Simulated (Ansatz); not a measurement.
```csv
atom,x (Å),y (Å),z (Å)
W,-0.0002,0.0003,0.1418
O,0.0023,-0.0082,1.8444
Cl,2.3009,0.0139,-0.5015
Cl,-0.0129,2.3060,-0.4868
Cl,-2.3020,-0.0101,-0.4987
Cl,0.0118,-2.3019,-0.4992
```

Geometry: PBE-D4/def2-SVPD; core potentials replace the inner electrons of W.

These are results of UKS PBE0-D4/def2-TZVPD in Ansatz 0.2.0, not measurements.

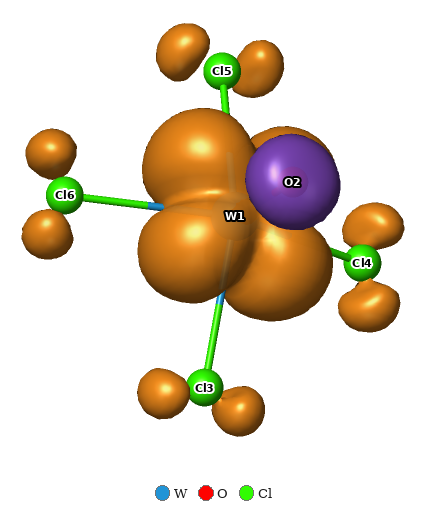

Cl4OW (charge −1, doublet). Isosurfaces of the spin density at +0.02 (orange) and −0.02 e/Å³ (purple), seen at a tilt.

Q: Describe the spin distribution.

A: The unpaired spin (1 electron) lies mostly on W1 (about 0.8), in electrons by Hirshfeld's partition, with opposite, polarisation-induced spin on O2.
